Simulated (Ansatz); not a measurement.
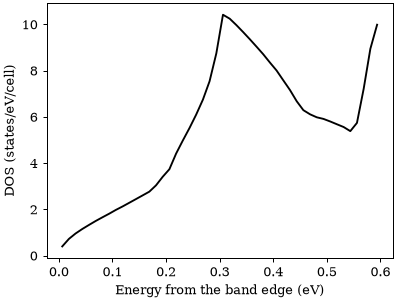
Figure: Density of states of Zr₃N₄ (Fd-3m) below the valence band maximum, PBEsol, rigid bands run with Ansatz (a quantum-chemistry and plane-wave program); cell volume 187.3 Å³.

Question: What effective density of states at 300 K does this give (∫ g(E) exp(−E/k_BT) dE, both spins, divided by the cell's size)?

Answer: 1.1e20 cm⁻³, a density-of-states mass of 2.7 mₑ, valleys and band degeneracy included.

Spin-orbit coupling is left out; where it splits the top of the valence band, N_v and the p-type Seebeck coefficient come out somewhat high without it. Geometry: cell and atoms relaxed with PBEsol.

Computed structure with no diffraction record at hand here (it may be known, metastable or hypothetical): Zr3N4 (Fd-3m).
